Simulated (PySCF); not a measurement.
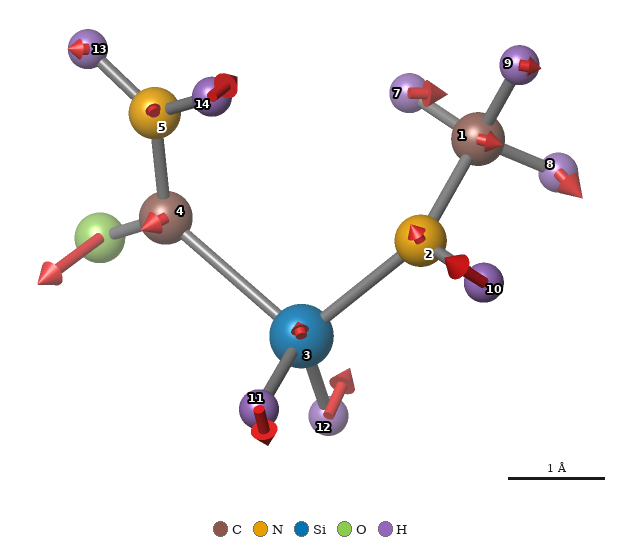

This is a relaxation of C2H8N2OSi. The starting structure is drawn; red arrows show the displacements, magnified 2 times. The two geometries are superimposed by the best rigid fit.

Style: ball-and-stick. Shown face on.

The start comes from GFN2-xTB. Its atoms were then displaced at random by about 0.01 Å.

Level of theory: PySCF, PBE0-D3(BJ)/def2-SVP geometry optimisation, gas phase. 

Q: Atoms of which element are displaced furthest, and by how much?

A: Oxygen: up to 0.51 Å, against 0.33 Å for hydrogen.

Q: What happened in the run?

A: The O atom moves most after the best rigid fit: 0.51 Å. By element the largest moves are O 0.51 Å, H 0.33 Å, C 0.16 Å, N 0.11 Å, Si 0.09 Å. Among the contacts that change: H–Si 1.444 → 1.495 Å, C–H 1.069 → 1.102 Å, C–N 1.326 → 1.357 Å, C–Si 1.954 → 1.927 Å. Among the angles between lasting bonds that change: N–Si–H 119.2° → 114.9°, N–Si–H 103.4° → 107.0°, N–Si–C 104.9° → 108.2°. Groups turn about C–Si by about 20°, N–Si by about 20°. The energy falls by 20.6 kJ/mol in 9 geometry steps. Cost: 70 s on 1 thread of Arm Neoverse V1 (shared host).
